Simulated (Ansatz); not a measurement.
## Electronic structure of C₂H₄AlN in real space

Input file:

```
crystal:
  periodic: [false, false, false]
  atoms:
    - {symbol: C, position_ang: [-2.936182, 2.807219, 1.506961]}
    - {symbol: C, position_ang: [0.250205, -0.039850, 1.402612]}
    - {symbol: Al, position_ang: [-0.903335, 0.994441, 0.218512]}
    - {symbol: "N", position_ang: [-2.138927, 2.096005, 0.994387]}
    - {symbol: H, position_ang: [-0.904313, 0.999976, -1.360926]}
    - {symbol: H, position_ang: [-0.341330, -0.690150, 2.060035]}
    - {symbol: H, position_ang: [0.832369, 0.618952, 2.059974]}
    - {symbol: H, position_ang: [0.954752, -0.671420, 0.850266]}
basis:
  gaussian:
    orbitals: def2-TZVPD
hamiltonian:
  xc: pbe0
output: {forces: true, orbitals: {seedname: orbitals}}
```

Command:

```sh
ansatz run input.yaml --threads 2 --pin off --max-ram 4350MiB --events-out events.jsonl --progress --plain --runs-dir runs
```

Geometry: B3LYP/6-31G*.

Theory: isolated molecule in a Gaussian basis; Kohn-Sham density functional theory, functional PBE0 in Ansatz.

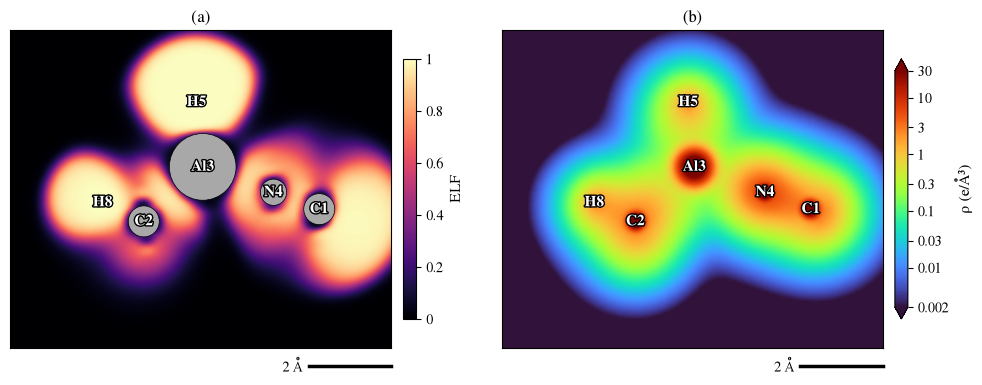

Figure 1. (a) electron localisation function; (b) total electron density on the plane of atoms N4, Al3 and H5. Grey discs cover the atomic cores in the ELF map.

> Describe what can be read from this map.

- The plane passes through C, Al, N and H nuclei.
- C–N (1.18 Å): the density is about 3.5 e/Å³ at the midpoint; the ELF peaks at about 0.90 between the atoms: a multiple bond.
- Al–N (1.83 Å): ρ at the midpoint is about 0.75 e/Å³; the ELF peaks at about 0.90 in the valence shell of N, 0.7 Å from its nucleus, and is about 0.70 at the midpoint.
- C–Al (1.95 Å): ρ at the midpoint is about 0.73 e/Å³; the ELF peaks at about 0.95 between the atoms: a shared but strongly polarised pair.
- C–H (1.10 Å): ρ at the midpoint is about 1.9 e/Å³; the ELF climbs to about 1 towards the hydrogen, as it does in any bond to H; an ordinary covalent bond to hydrogen.
- Al–H (1.58 Å): the density is about 0.56 e/Å³ at the midpoint; the ELF climbs to about 1 towards the hydrogen.
- The ELF also peaks beside C1, away from the bonds: lone-pair regions.

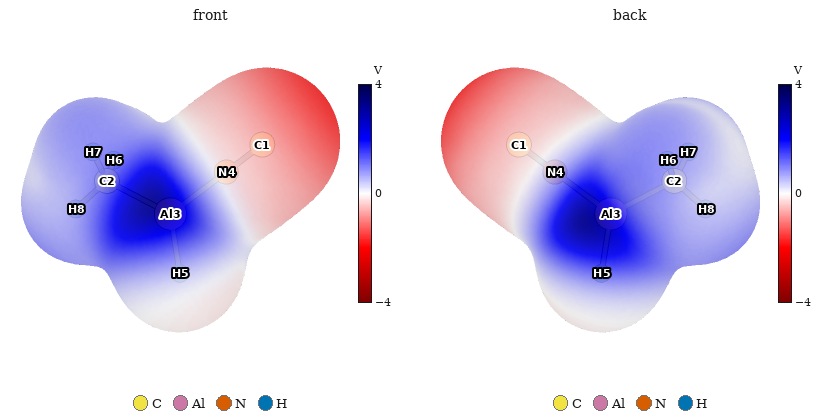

Figure 2. The electrostatic potential painted on the density surface at 0.001 e/bohr³, seen from the front and from behind; red is negative and blue positive.

> Where is the surface potential most negative and most positive?

The most negative region (about −1.5 V, or −35 kcal/mol for a unit charge) lies over C1, the most positive (about +3.2 V, or +74 kcal/mol for a unit charge) over Al3.

> How polar is the molecule by this calculation?

Its dipole moment is 3.68 D.

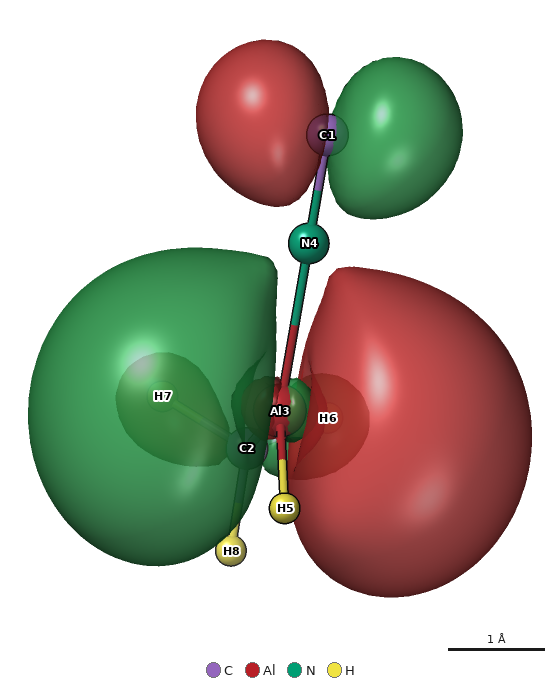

Figure 3. One frontier orbital at ±0.08 Å⁻³ᐟ² (green and red are the two phases), seen at an oblique angle.

> Which orbital is it: HOMO or LUMO?

The LUMO, at −1.75 eV. Its weight (Hirshfeld) is mainly on Al3 (about 65 %), C1 (about 15 %) and N4 (about 5 %).
